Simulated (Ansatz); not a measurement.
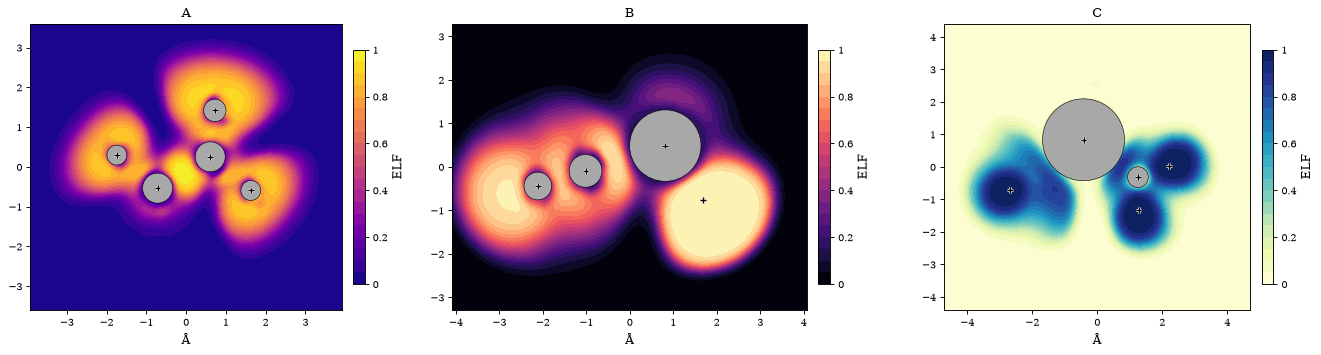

The electron localisation function of 3 systems, each on a plane through atoms (crosses mark nuclei in the plane; grey discs cover the cores).

Theory: Ansatz 0.2.0, RKS PBE0-D4/def2-TZVPP.

System 1: CH3GeN, the plane of atoms C2, Ge3 and H4. Geometry: PBE0-D4/def2-TZVP.

```yaml
atoms:
  - { symbol: N, position_ang: [0.5849, -2.2574, 0.8223] }
  - { symbol: C, position_ang: [0.3147, -1.2076, 0.4346] }
  - { symbol: Ge, position_ang: [-0.1364, 0.5468, -0.2137] }
  - { symbol: H, position_ang: [-1.4559, 0.4137, -0.9727] }
  - { symbol: H, position_ang: [1.0057, 0.9892, -1.1274] }
  - { symbol: H, position_ang: [-0.2710, 1.4511, 1.0108] }
```

System 2: C2F4O, the plane of atoms C2, C4 and F7. Geometry: PBE0-D4/def2-TZVP.

```json
{"atom": "O", "x (Å)": "1.0645", "y (Å)": "-1.3946", "z (Å)": "0.6988"}
{"atom": "C", "x (Å)": "0.0909", "y (Å)": "-0.7978", "z (Å)": "0.4353"}
{"atom": "F", "x (Å)": "-1.1337", "y (Å)": "-1.2023", "z (Å)": "0.7431"}
{"atom": "C", "x (Å)": "0.0167", "y (Å)": "0.5519", "z (Å)": "-0.3065"}
{"atom": "F", "x (Å)": "-0.6982", "y (Å)": "0.4159", "z (Å)": "-1.4193"}
{"atom": "F", "x (Å)": "-0.5686", "y (Å)": "1.4604", "z (Å)": "0.4680"}
{"atom": "F", "x (Å)": "1.2284", "y (Å)": "0.9666", "z (Å)": "-0.6192"}
```

System 3: FH6HfN3 (SMILES [NH2][Hf]([NH2])([NH2])[F]), the plane of atoms H6, N1 and H7. Geometry: PBE0-D4/def2-TZVP; core potentials replace the inner electrons of Hf.

```json
{"atom": "N", "x (Å)": "-1.6540", "y (Å)": "0.9142", "z (Å)": "-0.2556"}
{"atom": "Hf", "x (Å)": "0.2950", "y (Å)": "0.4373", "z (Å)": "0.0974"}
{"atom": "N", "x (Å)": "0.3290", "y (Å)": "-0.8531", "z (Å)": "1.6734"}
{"atom": "N", "x (Å)": "0.9773", "y (Å)": "-0.5766", "z (Å)": "-1.5326"}
{"atom": "F", "x (Å)": "1.3564", "y (Å)": "2.0107", "z (Å)": "0.4477"}
{"atom": "H", "x (Å)": "-2.4524", "y (Å)": "0.4632", "z (Å)": "0.1670"}
{"atom": "H", "x (Å)": "-1.9780", "y (Å)": "1.6986", "z (Å)": "-0.8046"}
{"atom": "H", "x (Å)": "0.4954", "y (Å)": "-1.8471", "z (Å)": "1.6121"}
{"atom": "H", "x (Å)": "0.2778", "y (Å)": "-0.5929", "z (Å)": "2.6488"}
{"atom": "H", "x (Å)": "1.9485", "y (Å)": "-0.7375", "z (Å)": "-1.7618"}
{"atom": "H", "x (Å)": "0.4050", "y (Å)": "-0.9168", "z (Å)": "-2.2917"}
```

> Match each panel to its system.

Panel A is system 2, C2F4O: the plane holds O, C and F. C–O (1.17 Å): the ELF peaks at about 0.85 between the atoms: a multiple bond. Panel B is system 1, CH3GeN: the plane holds N, C, Ge and H. C–N (1.15 Å): the ELF peaks at about 0.85 between the atoms: a short, multiple covalent bond. Panel C is system 3, FH6HfN3: the plane holds N, Hf and H. Hf–N (2.04 Å): the ELF peaks at about 0.90 in the valence shell of N, 0.6 Å from its nucleus, and is about 0.30 at the midpoint.
